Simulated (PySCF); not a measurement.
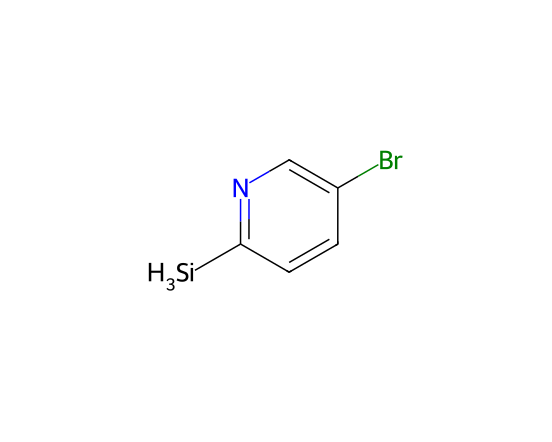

Computed geometry: GFN2-xTB optimisation. No frequency run is at hand to confirm it as a minimum. Method: PBE0/def2-SVPD, gas phase (PySCF 2.14.0). Excitations: vertical, linear response.

What does the calculation give?

The species is C5H6BrNSi (`[SiH3]c1ccc(Br)cn1`).
- dipole moment: 1.73 D
- HOMO energy (Kohn–Sham orbital): −7.52 eV
- LUMO energy (Kohn–Sham orbital): −1.45 eV
- HOMO–LUMO gap: 6.07 eV
- mean static polarisability: 115.4 bohr³
- lowest vertical singlet excitation: 4.46 eV
- its oscillator strength: 0.004
- brightest of the 8 lowest singlets: 5.62 eV
- its oscillator strength: 0.20

The geometry is semi-empirical. Around Br, Si such bond lengths and angles can be off by a tenth of an ångström or more and by several degrees, and values that hang on the shape move with them.
